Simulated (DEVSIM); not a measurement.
System: abrupt InP n-p junction, at 300 K.

```tsv
layer (left to right)	material	thickness (μm)	Nd (cm⁻³)	Na (cm⁻³)	τn (s)	τp (s)
1	InP	0.0770	3.9e15	-	9.4e-9	9.4e-9
2	InP	250	-	5.1e14	9.4e-9	9.4e-9
```

Left contact: ohmic. Right contact: ohmic. Voltage is applied to the left contact. Recombination: SRH at mid-gap, radiative, Auger. Mobility is constant in doping.

The device is made up for the run: typed textbook-type constants, with dimensions and the other settings drawn at random. Values at 300 K.

```tsv
parameter	InP
gap (eV)	1.344
affinity (eV)	4.38
permittivity	12.5
Nc (cm⁻³)	5.7e17
Nv (cm⁻³)	1.1e19
μn (cm²/Vs)	5200
μp (cm²/Vs)	170
B (cm³/s)	1.2e-10
Cn (cm⁶/s)	9e-31
Cp (cm⁶/s)	9e-31
```

DEVSIM, 1D drift-diffusion, Boltzmann statistics, complete ionisation; no tunnelling, impact ionisation, image-force lowering or self-heating.

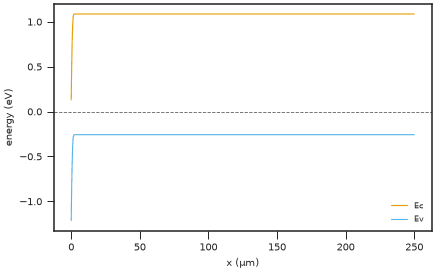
*Band edges at zero bias*

Energies count from the Fermi level of the right contact; mesh points crowd at the junctions.

| x (μm) | Ec (eV) | Ev (eV) | n (cm⁻³) | p (cm⁻³) | field (V/cm) |
|---|---|---|---|---|---|
| 0.000 | 0.129 | -1.215 | 3.9e15 | < 1e2 | 8500 |
| 0.02437 | 0.150 | -1.194 | 1.7e15 | < 1e2 | 9000 |
| 0.05427 | 0.179 | -1.165 | 5.7e14 | < 1e2 | 10000 |
| 0.07800 | 0.204 | -1.140 | 2.1e14 | < 1e2 | 11000 |
| 0.1314 | 0.263 | -1.081 | 2.2e13 | < 1e2 | 11000 |
| 0.2377 | 0.374 | -0.970 | 2.9e11 | 570 | 10000 |
| 0.4883 | 0.603 | -0.741 | 4.2e7 | 4000000 | 8200 |
| 1.418 | 1.050 | -0.294 | < 1e2 | 1.3e14 | 1600 |
| 3.269 | 1.086 | -0.258 | < 1e2 | 5.1e14 | ≈ 0 |
| 7.631 | 1.086 | -0.258 | < 1e2 | 5.1e14 | ≈ 0 |
| 17.91 | 1.086 | -0.258 | < 1e2 | 5.1e14 | ≈ 0 |
| 53.80 | 1.086 | -0.258 | < 1e2 | 5.1e14 | ≈ 0 |
| 125.1 | 1.086 | -0.258 | < 1e2 | 5.1e14 | ≈ 0 |
| 197.0 | 1.086 | -0.258 | < 1e2 | 5.1e14 | ≈ 0 |
| 233.2 | 1.086 | -0.258 | < 1e2 | 5.1e14 | ≈ 0 |
| 242.9 | 1.086 | -0.258 | < 1e2 | 5.1e14 | ≈ 0 |
| 247.1 | 1.086 | -0.258 | < 1e2 | 5.1e14 | ≈ 0 |
| 248.8 | 1.086 | -0.258 | < 1e2 | 5.1e14 | ≈ 0 |
| 249.7 | 1.086 | -0.258 | < 1e2 | 5.1e14 | ≈ 0 |
| 249.9 | 1.086 | -0.258 | < 1e2 | 5.1e14 | ≈ 0 |
| 250.0 | 1.086 | -0.258 | < 1e2 | 5.1e14 | ≈ 0 |
| 250.1 | 1.086 | -0.258 | < 1e2 | 5.1e14 | ≈ 0 |
